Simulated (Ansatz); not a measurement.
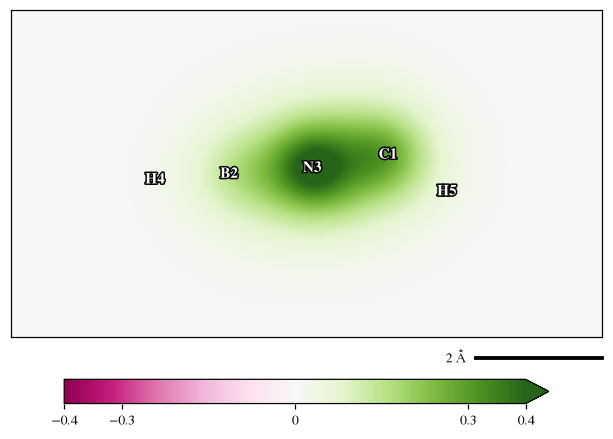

Figure. CH$_{2}$BN (SMILES [BH][N+]#C) (charge +1, doublet). The HOMO−1 (α) on a plane 0.8 Å above the molecular plane (values in Å⁻³ᐟ²; the overall sign is arbitrary).

Geometry: PBE0-D3(BJ)/def2-SVP.

These are results of isolated molecule in a Gaussian basis; Kohn-Sham density functional theory, functional PBE0 in Ansatz 0.2.0, not measurements.

```yaml
atoms:
  - { symbol: C, position_ang: [-0.3205, 1.3784, -0.1722] }
  - { symbol: B, position_ang: [0.0975, 1.9758, -2.5949] }
  - { symbol: N, position_ang: [-0.0727, 1.7053, -1.3195] }
  - { symbol: H, position_ang: [0.2532, 2.2214, -3.7426] }
  - { symbol: H, position_ang: [0.0442, 1.6042, 0.8434] }
```

Describe this orbital and give its energy.

By Hirshfeld shares it lies mainly on N3 (about 55 %), C1 (about 30 %) and B2 (about 10 %); it changes sign across the molecular plane (π type); π-bonding across C1–N3. Its energy is −18.65 eV.
